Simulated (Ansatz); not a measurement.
# The potential step between two gates: 1T-HfS2 3 layers, AA

Two oppositely charged gates put a neutral stack in a displacement field D. The voltage between them is D/ε₀ times an electrical distance, shorter than the real one because the stack screens.

**Method.** Ansatz 0.2.0, plane waves with PAW datasets (its set soft_1), PBE-D3(BJ); isolated slab, charged sheets 5 Å from the outer atoms behind model barriers, atoms held. Voltages count from the uncharged case.

```
  run  D/ε₀ (V/nm)  step in an electron's potential, upper less lower gate (eV)
run 1       −1.810                                                       −1.854
run 2        0.000                                                        0.000
run 3        0.905                                                        0.927
run 4        1.810                                                        1.854
run 5        2.714                                                        2.780
run 6        3.619                                                            ?
```

**Question.** What value belongs in the row marked “?”, and how far can the other rows tell?

A least-squares line through the 5 rows shown has slope 1.0243 and intercept 0.0000; no row lies more than 0.001 eV off it. The size of the slope, 1.024 nm, is the electrical distance; the sheets are 2.447 nm apart, and screening reaches beyond the outer atoms. At 3.619 it gives 1.0243 × 3.619 + 0.0000 = 3.707 eV, beyond the rows fitted. Rounding and scatter of the rows alone allow about ±0.001 eV there.

The run itself gives 3.705 eV: a miss of −0.002 eV, or 0.1 % of the value. Screening stays linear to within 1 % over this range.

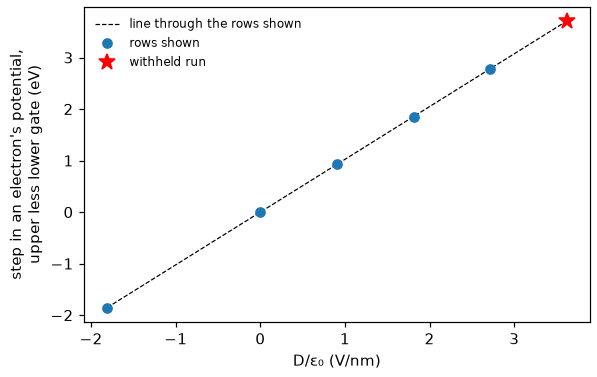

The fit and the withheld run.

Caveats: The gates are model sheets, not atoms. Spin-orbit coupling is left out, which changes the bands of elements this heavy.

[Logs are printed without paths, hosts, clocks, repeated set-up lines and the standing remarks that a program may print on its own settings, such as how far it seeks lower states.]
